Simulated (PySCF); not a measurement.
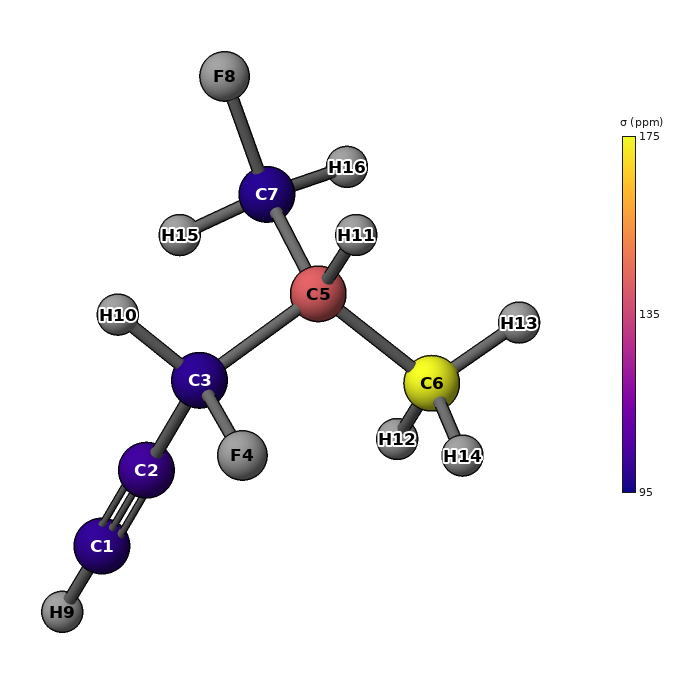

Atoms are coloured by their isotropic NMR shieldings (C only, the others grey). Geometry: an image of a reaction path computed with GFN2-xTB, not a minimum. Level of theory: GIAO PBE0/pcSseg-1 NMR shielding, non-relativistic, gas phase (PySCF 2.14.0).

List the isotropic NMR shieldings of the C atoms.

```csv
atom,σ (ppm)
C1,100.6
C2,102.9
C3,99.6
C5,142.0
C6,174.6
C7,98.6
```
